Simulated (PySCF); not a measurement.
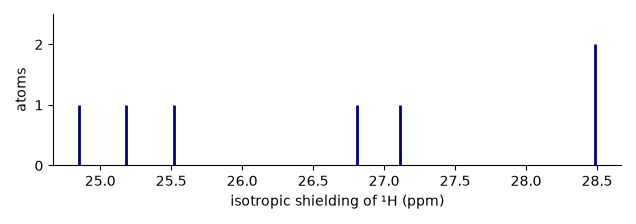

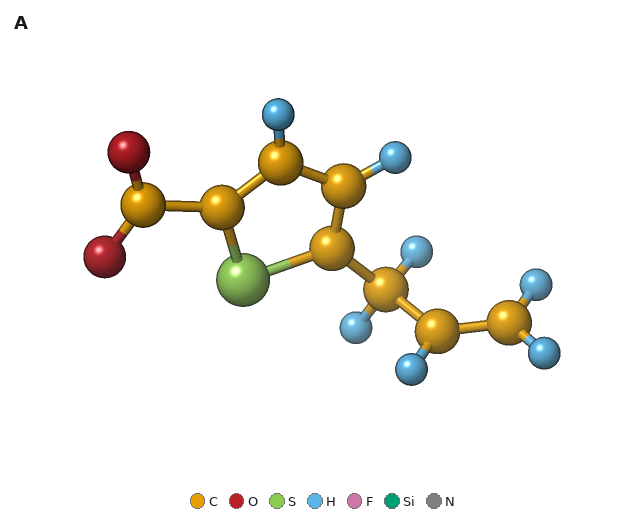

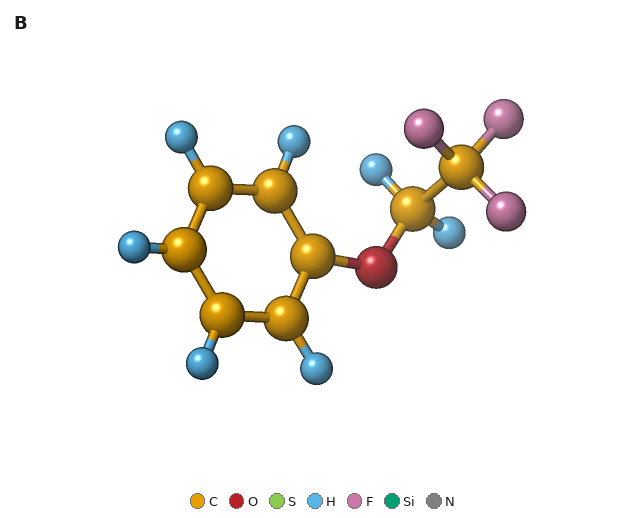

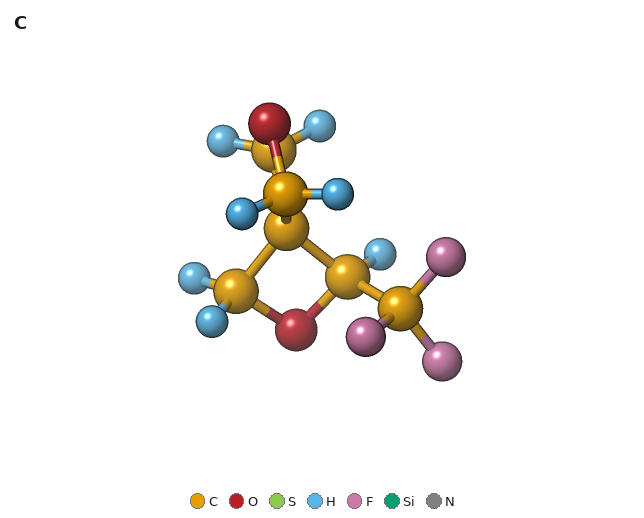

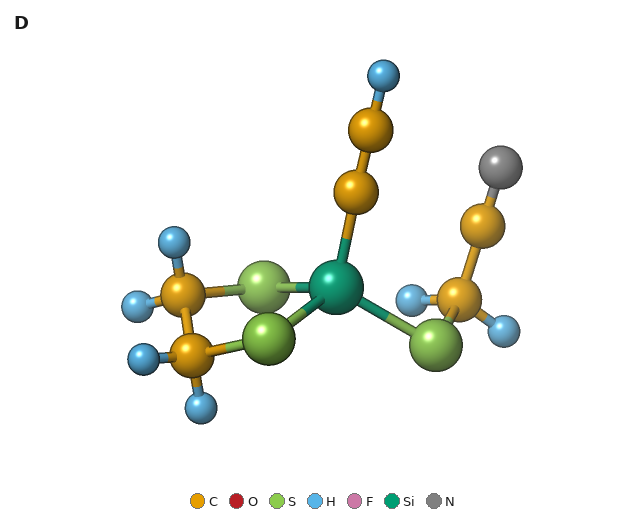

The sticks are computed shieldings of one of the molecules, for one fixed geometry (GFN2-xTB) without averaging over rotations. Low shielding means a high chemical shift. Method: GIAO PBE0/pcSseg-1 NMR shielding, non-relativistic, gas phase (PySCF 2.14.0).

**Match the spectrum to a structure.**

A, `C=CCc1ccc(C(=O)[O-])s1`. Its 7 H atoms give lines at 24.85, 25.18, 25.52, 26.81, 27.11, 28.49 (2 atoms) ppm.

The geometry is semi-empirical. Around Si such bond lengths and angles can be off by a tenth of an ångström or more and by several degrees, and values that hang on the shape move with them.
